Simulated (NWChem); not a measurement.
**One shape, several levels: C2H6ClGa (SMILES C[CH2][GaH][Cl])**

Wanted: a comparison of 4 runs (HF/STO-3G, HF/3-21G, B3LYP/6-31G*) of C2H6ClGa. 

The results are computed with NWChem 7.3.0.

## 1. Starting point

The species is C2H6ClGa (10 atoms), meant as a singlet with charge 0. As SMILES, `C[CH2][GaH][Cl]`. Geometry: relaxed at PBE0-D4/def2-TZVP. This is one conformer, not always the lowest.

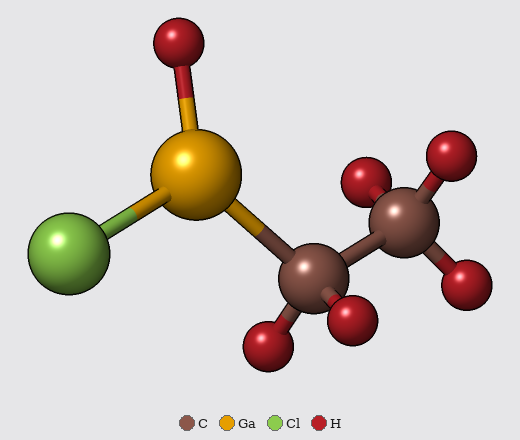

Viewed from a chosen angle; carbon brown, gallium amber, chlorine green, hydrogen red.

## 2. Energy and gradient at HF/STO-3G (run 1)

Input file work.nw:

```
start work
memory 2200 mb
charge 0
geometry noautosym nocenter noautoz
   C        0.006400       0.816900       1.133800
   C       -0.565900      -0.199100       0.153100
   Ga       0.597900      -0.653000      -1.360400
   Cl      -0.223300      -2.079300      -2.762600
   H       -0.692600       1.023500       1.949200
   H        0.227600       1.771100       0.648700
   H        0.936800       0.465500       1.587200
   H       -1.511200       0.150000      -0.275800
   H       -0.808100      -1.142600       0.653800
   H        2.032500      -0.153000      -1.727000
end
basis spherical bse
   * library STO-3G
end
scf
   thresh 1e-08
   maxiter 80
   print low
end
task scf gradient
```

The run is started by

```bash
$ nwchem work.nw > work.out
```

The log of the run:

```text
[...]
  functions       =    43
[...]
  wavefunction    = RHF
[...]
         Total SCF energy =  -2433.832964066102
      One-electron energy =  -4061.467332938123
      Two-electron energy =   1298.290523161382
 Nuclear repulsion energy =    329.343845710639
        Time for solution =     10.1s
[...]
                         RHF ENERGY GRADIENTS
    atom               coordinates                        gradient
                 x          y          z           x          y          z
   1 C       0.012094   1.543717   2.142571   -0.005811  -0.014880  -0.016243
   2 C      -1.069396  -0.376244   0.289317   -0.011558   0.030750   0.051726
   3 Ga      1.129867  -1.233991  -2.570783   -0.022218  -0.011737  -0.000087
   4 Cl     -0.421976  -3.929307  -5.220557   -0.012128  -0.021271  -0.021014
   5 H      -1.308824   1.934135   3.683454   -0.002639   0.001399   0.003914
   6 H       0.430102   3.346894   1.225865    0.001981   0.005521  -0.001337
   7 H       1.770295   0.879667   2.999373    0.005211  -0.000444   0.002940
   8 H      -2.855754   0.283459  -0.521186   -0.005650  -0.000846  -0.008173
   9 H      -1.527088  -2.159201   1.235503   -0.000856  -0.009737  -0.001610
  10 H       3.840868  -0.289128  -3.263557    0.053669   0.021244  -0.010116
[...]
```

It took 13 s on 1 thread of Intel Xeon Platinum 8259CL at 2.50GHz (Skylake/Cascade Lake), shared host; peak memory 0.1 GiB.

## 3. Energy and forces at HF/3-21G (run 2)

Input file geom.nw:

```
start geom
title "C2H6ClGa hf"
memory stack 880 mb heap 220 mb global 1100 mb
charge 0

geometry noautosym nocenter noautoz
  C        0.006400       0.816900       1.133800
  C       -0.565900      -0.199100       0.153100
  Ga       0.597900      -0.653000      -1.360400
  Cl      -0.223300      -2.079300      -2.762600
  H       -0.692600       1.023500       1.949200
  H        0.227600       1.771100       0.648700
  H        0.936800       0.465500       1.587200
  H       -1.511200       0.150000      -0.275800
  H       -0.808100      -1.142600       0.653800
  H        2.032500      -0.153000      -1.727000
end

basis "ao basis" spherical bse
  * library 3-21G
end

scf
  thresh 1e-08
  maxiter 80
  noprint "final vectors analysis"
end

task scf gradient
```

The run is started by

```bash
$ nwchem geom.nw > geom.out
```

The log of the run:

```text
[...]
  functions       =    65
[...]
  wavefunction    = RHF
[...]
         Total SCF energy =  -2449.997905068458
      One-electron energy =  -4068.795638303045
      Two-electron energy =   1289.453887523948
 Nuclear repulsion energy =    329.343845710639
        Time for solution =      6.1s
[...]
                         RHF ENERGY GRADIENTS
    atom               coordinates                        gradient
                 x          y          z           x          y          z
   1 C       0.012094   1.543717   2.142571   -0.004064  -0.010806  -0.011936
   2 C      -1.069396  -0.376244   0.289317    0.003556   0.012094   0.014174
   3 Ga      1.129867  -1.233991  -2.570783   -0.007118  -0.018300  -0.020610
   4 Cl     -0.421976  -3.929307  -5.220557    0.010839   0.018723   0.018350
   5 H      -1.308824   1.934135   3.683454   -0.003536   0.001171   0.004284
   6 H       0.430102   3.346894   1.225865    0.001376   0.004929  -0.001842
   7 H       1.770295   0.879667   2.999373    0.004670  -0.001147   0.002525
   8 H      -2.855754   0.283459  -0.521186   -0.003715   0.000546  -0.004798
   9 H      -1.527088  -2.159201   1.235503   -0.000120  -0.006063   0.000041
  10 H       3.840868  -0.289128  -3.263557   -0.001889  -0.001146  -0.000188
[...]
```

Run time: 9.6 s. Hardware: 1 thread of Intel Xeon Platinum 8259CL at 2.50GHz (Skylake/Cascade Lake), shared host; peak memory 0.1 GiB.

Run 3 isn't shown in full; the table further down has it.

## 4. Energy and gradient at B3LYP/6-31G(d) (Cartesian functions) (run 4)

Input file c2h6clga.nw:

```
echo
start c2h6clga
title "C2H6ClGa"
memory 2200 mb

geometry noautosym nocenter noautoz
   C      0.006400     0.816900     1.133800
   C     -0.565900    -0.199100     0.153100
   Ga     0.597900    -0.653000    -1.360400
   Cl    -0.223300    -2.079300    -2.762600
   H     -0.692600     1.023500     1.949200
   H      0.227600     1.771100     0.648700
   H      0.936800     0.465500     1.587200
   H     -1.511200     0.150000    -0.275800
   H     -0.808100    -1.142600     0.653800
   H      2.032500    -0.153000    -1.727000
end

basis
   C library 6-31G*
   Ga library 6-31G*
   Cl library 6-31G*
   H library 6-31G*
end

dft
   xc b3lyp
   grid fine
   convergence energy 1e-08
   iterations 100
   mulliken
end

task dft gradient
```

The run is started by

```bash
$ nwchem c2h6clga.nw > c2h6clga.out
```

The log of the run:

```text
[...]
          Wavefunction type:  closed shell.
          No. of atoms     :    10
          No. of electrons :    66
[...]
          Charge           :     0
          Spin multiplicity:     1
[...]
          AO basis - number of functions:    96
[...]
              XC Information
              --------------
                         B3LYP Method XC Potential
                     Hartree-Fock (Exact) Exchange  0.200
                        Slater Exchange Functional  0.800 local
                    Becke 1988 Exchange Functional  0.720 non-local
              Lee-Yang-Parr Correlation Functional  0.810
                  VWN I RPA Correlation Functional  0.190 local
[...]
 d= 0,ls=0.0,diis     1  -2464.6476811985 -2.79D+03  1.27D-02  1.02D+00     5.6
[...]
 d= 0,ls=0.0,diis    10  -2464.7024235540 -8.11D-10  2.12D-07  4.83D-10    41.6
         Total DFT energy =    -2464.702423553977
      One electron energy =    -4081.126643485156
           Coulomb energy =     1403.534756299091
    Exchange-Corr. energy =     -116.454382078550
 Nuclear repulsion energy =      329.343845710639
[...]
  wavefunction    = closed shell
[...]
```

Run time: 59 s. Hardware: 1 thread of Intel Xeon Platinum 8259CL at 2.50GHz (Skylake/Cascade Lake), shared host; peak memory 0.13 GiB.

## 5. Overview of the runs

```tsv
run	level	iteration cap	module	energy (Eh)	largest force (eV/Å)	wall time
1	HF/STO-3G	80	scf	-2433.832964	3.151	13 s
2	HF/3-21G	80	scf	-2449.997905	1.464	9.6 s
3	B3LYP/6-31G* (spherical functions)	100	dft	-2464.692907	0.458	50 s
4	B3LYP/6-31G* (Cartesian functions)	100	dft	-2464.702424	0.448	59 s
```

## 6. Results

| quantity | value |
| --- | --- |
| run 4: total energy | -2464.70242 Eh |
| run 4: dipole moment | 2.84 D |
| run 4: HOMO energy | -7.51 eV |
| run 4: LUMO energy | -1.57 eV |
| run 4: HOMO–LUMO gap | 5.94 eV |
| run 4: largest force on an atom | 0.448 eV/Å |

What this shows: Over runs 2, 3, 4 the dipole moment (its size) runs from 2.84 D (B3LYP/6-31G*) to 3.69 D (HF/3-21G). The two ends differ in method and basis. In run 1 the basis is minimal, so the values are rough. All runs together took 2.2 min, the longest 59 s.
